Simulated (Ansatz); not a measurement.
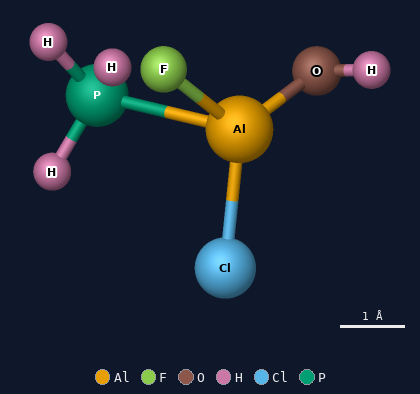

Fig. 1: The input geometry (ball-and-stick view, seen at a tilt). Sticks mark near contacts. Bond lengths as drawn: Al–Cl 2.23 Å, Al–F 2.04 Å, Al–O 1.78 Å, Al–P 2.58 Å, H–O 1.01 Å and H–P 1.42 Å.

## Geometry relaxation, with input and output: AlPH4ClOF (part 1 of 2)

AlPH4ClOF, computed with RKS BLYP/def2-SVP (Ansatz 0.2.0).

The input holds or restrains some coordinates. Forces given for the steps count only the free coordinates. It belongs to a series of runs on one base structure; here: pulled along the bonds that form and break, towards end A.

**The program's output**
```
The last accepted step is kept in [file] (removed where the run ends without a failure and the disk answers)
Engine: ansatz 0.2.0, aarch64-unknown-linux-gnu
Functional definition: BLYP
  parameter beta = 0.0042
  parameter a = 0.04918
  parameter b = 0.132
  parameter c = 0.2533
  parameter d = 0.349
  exchange = b88_x(beta = beta)
  correlation = lyp_c(a = a, b = b, c = c, d = d)
1118 factors; their error is unknown
mean field evaluation 1: about -33217.2496 eV, gradient 6.8e1 eV
mean field evaluation 2: about -33131.1293 eV, gradient 1.9e2 eV
mean field evaluation 4: about -33225.2130 eV, gradient 2.2e1 eV
mean field evaluation 8: about -33226.0526 eV, gradient 1.9e-1 eV
mean field evaluation 16: about -33226.0047 eV, gradient 4.1e-4 eV
mean field -33226.00465774 eV, -1221.0331497771 hartree, gradient 8.9e-6 eV, S^2 0.000000; 0 other end points of the search recorded, 0 dependent functions left out
the calculation of the forces begins
reference -33226.00500553 eV, -1221.0331625580 hartree; 33, 33 occupied and 69, 69 virtual orbitals, 1118 factors
relax step   1: F+E_penalty+E_count = -33226.00465774 eV  Δ(F+E_penalty+E_count) = +0.000e0 eV  max|allowed force component| = 2.407e0 eV/Å  E_restraint = 27.62802415 eV  max|allowed force component, restraints' pulls added| = 3.193e1 eV/Å  Δτ_max = 0.0000 Å  (30 SCF iters, accepted)
  distance Al 0 - P 5 = 2.5800 Å
  distance H 8 - F 1 = 1.2033 Å
  distance Al 0 - F 1 = 2.0400 Å
  distance H 8 - P 5 = 1.6825 Å
these checks for a lower state are left out or cut short: starts, cluster_reference, orbital_swaps, neighbouring_geometries, increment
1118 factors; their error is unknown
mean field -33225.99342414 eV, -1221.0327369498 hartree, gradient 1.1e-5 eV, S^2 0.000000; 0 other end points of the search recorded, 0 dependent functions left out
[... from here on the field's lines of each further geometry are left out, up to the last ...]
relax step   2: F+E_penalty+E_count = -33225.99342414 eV  Δ(F+E_penalty+E_count) = +1.123e-2 eV  max|allowed force component| = 2.511e0 eV/Å  E_restraint = 11.08885078 eV  max|allowed force component, restraints' pulls added| = 2.155e1 eV/Å  Δτ_max = 0.1948 Å  (36 SCF iters, accepted)
relax step   3: F+E_penalty+E_count = -33226.31698579 eV  Δ(F+E_penalty+E_count) = -3.236e-1 eV  max|allowed force component| = 2.356e0 eV/Å  E_restraint = 2.70926201 eV  max|allowed force component, restraints' pulls added| = 8.514e0 eV/Å  Δτ_max = 0.1949 Å  (35 SCF iters, accepted)
relax step   4: F+E_penalty+E_count = -33227.15271296 eV  Δ(F+E_penalty+E_count) = -8.357e-1 eV  max|allowed force component| = 1.856e0 eV/Å  E_restraint = 0.13287706 eV  max|allowed force component, restraints' pulls added| = 2.101e0 eV/Å  Δτ_max = 0.1938 Å  (35 SCF iters, accepted)
relax step   5: F+E_penalty+E_count = -33227.96981047 eV  Δ(F+E_penalty+E_count) = -8.171e-1 eV  max|allowed force component| = 1.265e0 eV/Å  E_restraint = 0.04938422 eV  max|allowed force component, restraints' pulls added| = 1.699e0 eV/Å  Δτ_max = 0.1950 Å  (29 SCF iters, accepted)
relax step   6: F+E_penalty+E_count = -33228.43131200 eV  Δ(F+E_penalty+E_count) = -4.615e-1 eV  max|allowed force component| = 6.845e-1 eV/Å  E_restraint = 0.04080443 eV  max|allowed force component, restraints' pulls added| = 1.543e0 eV/Å  Δτ_max = 0.1950 Å  (30 SCF iters, accepted)
relax step   7: F+E_penalty+E_count = -33228.52382979 eV  Δ(F+E_penalty+E_count) = -9.252e-2 eV  max|allowed force component| = 4.986e-1 eV/Å  E_restraint = 0.00545776 eV  max|allowed force component, restraints' pulls added| = 4.986e-1 eV/Å  Δτ_max = 0.1992 Å  (34 SCF iters, accepted)
relax step   8: F+E_penalty+E_count = -33228.59978946 eV  Δ(F+E_penalty+E_count) = -7.596e-2 eV  max|allowed force component| = 4.890e-1 eV/Å  E_restraint = 0.00490440 eV  max|allowed force component, restraints' pulls added| = 1.531e-1 eV/Å  Δτ_max = 0.2000 Å  (33 SCF iters, accepted)
relax step   9: F+E_penalty+E_count = -33228.61879502 eV  Δ(F+E_penalty+E_count) = -1.901e-2 eV  max|allowed force component| = 5.021e-1 eV/Å  E_restraint = 0.00369748 eV  max|allowed force component, restraints' pulls added| = 3.775e-1 eV/Å  Δτ_max = 0.0782 Å  (29 SCF iters, accepted)
relax step  10: F+E_penalty+E_count = -33228.36174100 eV  Δ(F+E_penalty+E_count) = +2.571e-1 eV  max|allowed force component| = 4.007e0 eV/Å  E_restraint = 0.00253834 eV  max|allowed force component, restraints' pulls added| = 4.007e0 eV/Å  Δτ_max = 0.1955 Å  (30 SCF iters, rejected (line search))
relax step  11: F+E_penalty+E_count = -33228.65673178 eV  Δ(F+E_penalty+E_count) = -3.794e-2 eV  max|allowed force component| = 4.423e-1 eV/Å  E_restraint = 0.00331576 eV  max|allowed force component, restraints' pulls added| = 1.690e-1 eV/Å  Δτ_max = 0.0977 Å  (29 SCF iters, accepted)
relax step  12: F+E_penalty+E_count = -33228.67846006 eV  Δ(F+E_penalty+E_count) = -2.173e-2 eV  max|allowed force component| = 4.058e-1 eV/Å  E_restraint = 0.00361627 eV  max|allowed force component, restraints' pulls added| = 1.756e-1 eV/Å  Δτ_max = 0.1000 Å  (29 SCF iters, accepted)
relax step  13: F+E_penalty+E_count = -33228.68832591 eV  Δ(F+E_penalty+E_count) = -9.866e-3 eV  max|allowed force component| = 3.373e-1 eV/Å  E_restraint = 0.00221505 eV  max|allowed force component, restraints' pulls added| = 1.311e-1 eV/Å  Δτ_max = 0.1298 Å  (29 SCF iters, accepted)
relax step  14: F+E_penalty+E_count = -33228.68858061 eV  Δ(F+E_penalty+E_count) = -2.547e-4 eV  max|allowed force component| = 5.455e-1 eV/Å  E_restraint = 0.01090813 eV  max|allowed force component, restraints' pulls added| = 6.701e-1 eV/Å  Δτ_max = 0.1950 Å  (29 SCF iters, rejected (line search))
relax step  15: F+E_penalty+E_count = -33228.69494672 eV  Δ(F+E_penalty+E_count) = -6.621e-3 eV  max|allowed force component| = 3.885e-1 eV/Å  E_restraint = 0.00291233 eV  max|allowed force component, restraints' pulls added| = 9.972e-2 eV/Å  Δτ_max = 0.0957 Å  (26 SCF iters, accepted)
relax step  16: F+E_penalty+E_count = -33228.70192848 eV  Δ(F+E_penalty+E_count) = -6.982e-3 eV  max|allowed force component| = 3.213e-1 eV/Å  E_restraint = 0.00492445 eV  max|allowed force component, restraints' pulls added| = 2.967e-1 eV/Å  Δτ_max = 0.0994 Å  (26 SCF iters, accepted)
relax step  17: F+E_penalty+E_count = -33228.70777192 eV  Δ(F+E_penalty+E_count) = -5.843e-3 eV  max|allowed force component| = 2.798e-1 eV/Å  E_restraint = 0.00423851 eV  max|allowed force component, restraints' pulls added| = 2.400e-1 eV/Å  Δτ_max = 0.0877 Å  (26 SCF iters, accepted)
relax step  18: F+E_penalty+E_count = -33228.71484648 eV  Δ(F+E_penalty+E_count) = -7.075e-3 eV  max|allowed force component| = 3.050e-1 eV/Å  E_restraint = 0.01043677 eV  max|allowed force component, restraints' pulls added| = 3.959e-1 eV/Å  Δτ_max = 0.1711 Å  (28 SCF iters, accepted)
relax step  19: F+E_penalty+E_count = -33228.72050690 eV  Δ(F+E_penalty+E_count) = -5.660e-3 eV  max|allowed force component| = 2.658e-1 eV/Å  E_restraint = 0.00578088 eV  max|allowed force component, restraints' pulls added| = 2.314e-1 eV/Å  Δτ_max = 0.0842 Å  (26 SCF iters, accepted)
relax step  20: F+E_penalty+E_count = -33228.71771610 eV  Δ(F+E_penalty+E_count) = +2.791e-3 eV  max|allowed force component| = 2.703e-1 eV/Å  E_restraint = 0.00285319 eV  max|allowed force component, restraints' pulls added| = 8.841e-2 eV/Å  Δτ_max = 0.1950 Å  (29 SCF iters, accepted)
relax step  21: F+E_penalty+E_count = -33228.71554467 eV  Δ(F+E_penalty+E_count) = +2.171e-3 eV  max|allowed force component| = 3.427e-1 eV/Å  E_restraint = 0.00384308 eV  max|allowed force component, restraints' pulls added| = 3.279e-1 eV/Å  Δτ_max = 0.1961 Å  (29 SCF iters, rejected (line search))
the calculation of the forces begins
reference -33228.72326547 eV, -1221.1330567685 hartree; 33, 33 occupied and 69, 69 virtual orbitals, 1118 factors
relax step  22: F+E_penalty+E_count = -33228.72290950 eV  Δ(F+E_penalty+E_count) = -5.193e-3 eV  max|allowed force component| = 2.655e-1 eV/Å  E_restraint = 0.00297683 eV  max|allowed force component, restraints' pulls added| = 6.573e-2 eV/Å  Δτ_max = 0.0938 Å  (26 SCF iters, accepted)
```

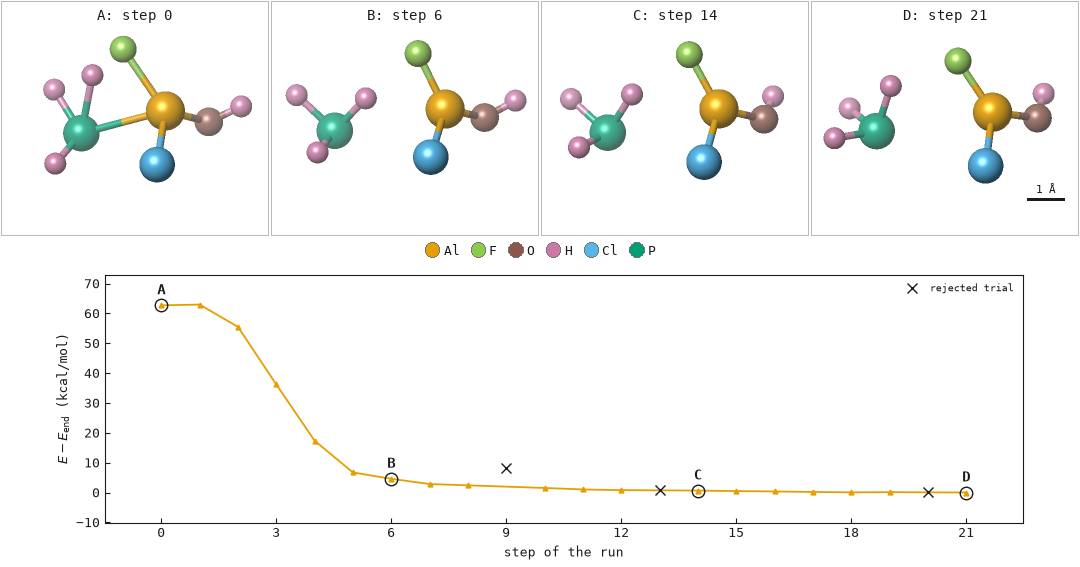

Fig. 2: Frames of the restrained relaxation (ball-and-stick view, seen at a tilt) above the curves, on which the letters mark them (the first geometry is step 0 here and step 1 in the log).

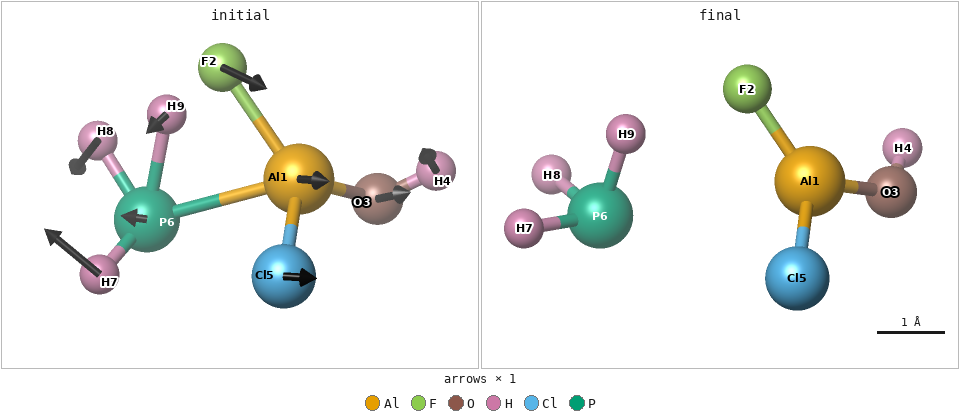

Fig. 3: Before (left) and after (right) the restrained relaxation, at one scale (ball-and-stick view, seen at a tilt). The black arrows give the displacements, at true length. The largest move after the best rigid fit is that of H7, 1.09 Å. Largest moves by element: H 1.09 Å, F 0.88 Å, O 0.67 Å, Al 0.56 Å, Cl 0.53 Å, P 0.41 Å. Among the contacts that change: Al1–P6 2.580 → 3.477 Å, Al1–F2 2.040 → 1.687 Å, P6–H9 1.683 → 1.429 Å, Al1–Cl5 2.230 → 2.100 Å. Bonds break: Al1–P6 (2.58 → 3.48 Å). Among the angles that change: H8–P6–H9 49.9° → 95.1°, H7–P6–H9 117.1° → 94.6°, H7–P6–H8 109.4° → 94.8°. After 21 geometry steps the energy has fallen by 62.7 kcal/mol. The largest force component goes from 2.4 to 0.27 eV/Å. The line search rejected the trial steps at points 9, 13, 20 (counted from 0) and went back. (Atoms are counted from 1 in the order of the input.)

```
  distance Al 0 - P 5 = 3.4766 Å
  distance H 8 - F 1 = 2.1297 Å
  distance Al 0 - F 1 = 1.6870 Å
  distance H 8 - P 5 = 1.4291 Å
1118 factors; their error is unknown
mean field -33228.72290950 eV, -1221.1330436867 hartree, gradient 6.0e-5 eV, S^2 0.000000; 1 other end points of the search recorded, 0 dependent functions left out
the calculation of the forces begins
reference -33228.72326547 eV, -1221.1330567685 hartree; 33, 33 occupied and 69, 69 virtual orbitals, 1118 factors
Total energy: -33228.72326547 eV, -1221.1330567685 hartree
Atom 0 at    -0.052066    -0.470720    -0.302961 Å, force    -0.053533     0.042075     0.118146 eV/Å
Atom 1 at    -0.168557    -0.560207     1.377622 Å, force     0.054591    -0.265513    -0.183291 eV/Å
Atom 2 at     1.445480    -0.607167    -1.104790 Å, force     0.001130     0.019122     0.008078 eV/Å
Atom 3 at     2.296530    -0.679956    -0.640807 Å, force    -0.011142     0.003031    -0.000666 eV/Å
Atom 4 at    -1.822824    -0.425977    -1.431845 Å, force     0.032687    -0.003871     0.018221 eV/Å
Atom 5 at    -0.489597     2.683137     1.092953 Å, force    -0.024135     0.139011    -0.124695 eV/Å
Atom 6 at    -1.775105     3.121129     1.567027 Å, force     0.037104    -0.005681    -0.028219 eV/Å
Atom 7 at     0.261044     3.461135     2.041501 Å, force    -0.003489    -0.019656    -0.010114 eV/Å
Atom 8 at    -0.480407     1.487025     1.874999 Å, force    -0.033213     0.091481     0.202540 eV/Å
Dipole moment:     0.319723     0.117515     0.290686 e Å
```

**Trajectory as extended XYZ (Å, eV, eV/Å), 22 frames, from step=1 to step=22**
```
9
Properties=species:S:1:pos:R:3:forces:R:3 step=1 energy=-33226.00466
Al    0.0000    0.0000    0.0000   -0.5196   2.4066   0.4186
F     0.0000    0.0000    2.0400    0.3765  -1.2303  -1.0413
O     1.5415    0.0000   -0.8900   -0.7132  -2.0721   0.8014
H     1.8414   -0.9519   -1.0449   -0.1007   1.3056  -0.0203
Cl   -1.9312    0.0000   -1.1150    0.9813  -0.6773   0.6092
P    -0.3227    2.4270    0.8135    1.5981   1.0082  -1.9895
H    -1.6424    2.8563    0.5127   -0.5360  -0.3940   0.8195
H    -0.1141    2.4883    2.2168   -0.1750   0.6868   0.6544
H    -0.1580    1.1887    1.9406   -0.9113  -1.0335  -0.2520
9
Properties=species:S:1:pos:R:3:forces:R:3 step=2 energy=-33225.99342
Al    0.0116   -0.1836    0.0207   -0.5613   2.5114   1.3759
F     0.0226   -0.1489    1.9474    0.1030  -1.2743  -2.2411
O     1.5304   -0.0227   -0.8771   -0.8675  -1.5141   0.7402
H     1.8499   -0.9457   -1.0509    0.2495   0.6180  -0.1698
Cl   -1.9146   -0.0147   -1.1047    1.1466  -0.6398   0.7975
P    -0.3135    2.6081    0.8848    2.0425  -0.1564  -2.1529
H    -1.6596    2.8564    0.5273   -0.8293  -0.3675   1.0387
H    -0.1157    2.5052    2.2519   -0.3655   1.3006   1.9669
H    -0.1965    1.3544    1.8743   -0.9181  -0.4778  -1.3555
9
Properties=species:S:1:pos:R:3:forces:R:3 step=3 energy=-33226.31699
Al    0.0196   -0.3051    0.0517   -0.5334   2.2419   0.7523
F     0.0451   -0.3160    1.8497   -0.0625  -0.9216  -1.9339
O     1.5139   -0.0416   -0.8649   -1.0140  -1.1414   0.7734
H     1.8561   -0.9418   -1.0542    0.4551   0.2083  -0.2673
Cl   -1.8937   -0.0244   -1.0889    1.1937  -0.6371   0.8796
P    -0.2945    2.7280    0.9209    1.6344   0.0613  -2.1960
H    -1.6705    2.8486    0.5469   -0.4929  -0.3129   1.1167
H    -0.1249    2.5350    2.2864   -0.5651   1.7596   2.3561
H    -0.2366    1.5257    1.8261   -0.6153  -1.2582  -1.4809
9
Properties=species:S:1:pos:R:3:forces:R:3 step=4 energy=-33227.15271
Al    0.0107   -0.4049    0.0445   -0.2714   1.8556  -0.8597
F     0.0462   -0.4653    1.7261   -0.1252  -0.7041   0.0154
O     1.4926   -0.0870   -0.8478   -0.8336  -0.9321   0.5550
H     1.8838   -0.9551   -1.0674    0.4652   0.1116  -0.2471
Cl   -1.8543   -0.0686   -1.0519    0.7763  -0.5329   0.6177
P    -0.2429    2.8600    0.9510    0.5124  -0.2787  -0.5637
H    -1.6658    2.8372    0.6291    0.1723   0.0023   0.8377
H    -0.1865    2.6781    2.3743   -0.6547   1.7820   1.0824
H    -0.2693    1.6141    1.7157   -0.0413  -1.3039  -1.4377
9
Properties=species:S:1:pos:R:3:forces:R:3 step=5 energy=-33227.96981
Al    0.0001   -0.3936    0.0205    0.1170   1.1783  -0.1846
F     0.0286   -0.5488    1.7012   -0.1267  -0.5174  -0.1872
O     1.4898   -0.1249   -0.8412   -0.5852  -0.6910   0.3277
H     1.9090   -0.9733   -1.0813    0.3394   0.1381  -0.1512
Cl   -1.8355   -0.1126   -1.0280    0.2489  -0.3119   0.2580
P    -0.2174    2.9070    0.9868   -0.0256  -0.7410   0.6343
H    -1.6508    2.8508    0.7123    0.2699   0.1253   0.4796
H    -0.2568    2.8455    2.4455   -0.4108   1.2651   0.0190
H    -0.2526    1.5584    1.5579    0.1731  -0.4455  -1.1955
```
